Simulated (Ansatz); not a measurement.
Electronic density of states of amorphous Si₂₄O₄₈Cu, density 2.27 g/cm³, on a 2×2×2 Γ-centred mesh with a Gaussian width of 0.1 eV; energies count from the Fermi level, whose place inside the gap is arbitrary. Cell and mesh are small, so fine structure isn't converged. Calculation: PBE, scalar-relativistic without spin-orbit coupling (plane waves to 420 eV, PAW; Ansatz, a first-principles code). Sampling: a 2×2×2 Γ-centred mesh; Fermi-Dirac width 0.02 eV; collinear spin, started from a total moment of 1 μB (at the end a net moment of 1.0 μB). In the spin-polarised cell the level spacing at the Fermi energy can part levels of unlike spin. At PBE the levels at both edges of the gap are localised (band-tail or defect states), and the nearest spread-out levels lie 5.5 eV apart at the zone centre.

A CHGNet melt-quench gave the starting glass, which DFT then relaxed. O atoms were pushed apart under 1.9 Å during the dynamics, to hinder bonds among them. The hot cell started wider than the set density and was brought back towards it in steps. It is the lowest in DFT energy of 2 quenches. It is a model cell: composition and starting density were chosen by hand, and all elements were melted together. No dispersion term was used. Its density started from a set value of 2.27 and ended at 2.27 g/cm³. The simulated quench (nominally 480 K/ps over its main leg) is rapid and tends to freeze in more defects than a deposited or slowly cooled glass has. Values belong to this one cell and scatter from quench to quench. The volume was held where the preparation left it and the shape relaxed, at a PBE pressure of -1.1 GPa (tension). Stress components on the final sampling reach 1.3 GPa. Cycles of charging lowered its energy after that relaxation.

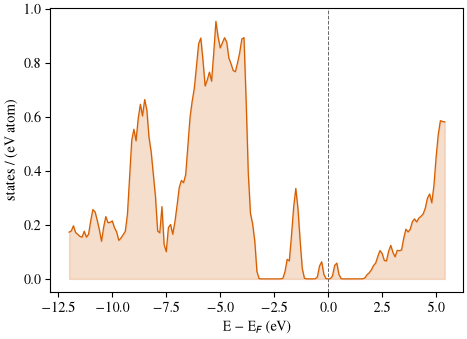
*Density of states per atom*

The level spacing at the Fermi energy on this mesh is 0.59 eV; the broadening fills part of it in the curve.
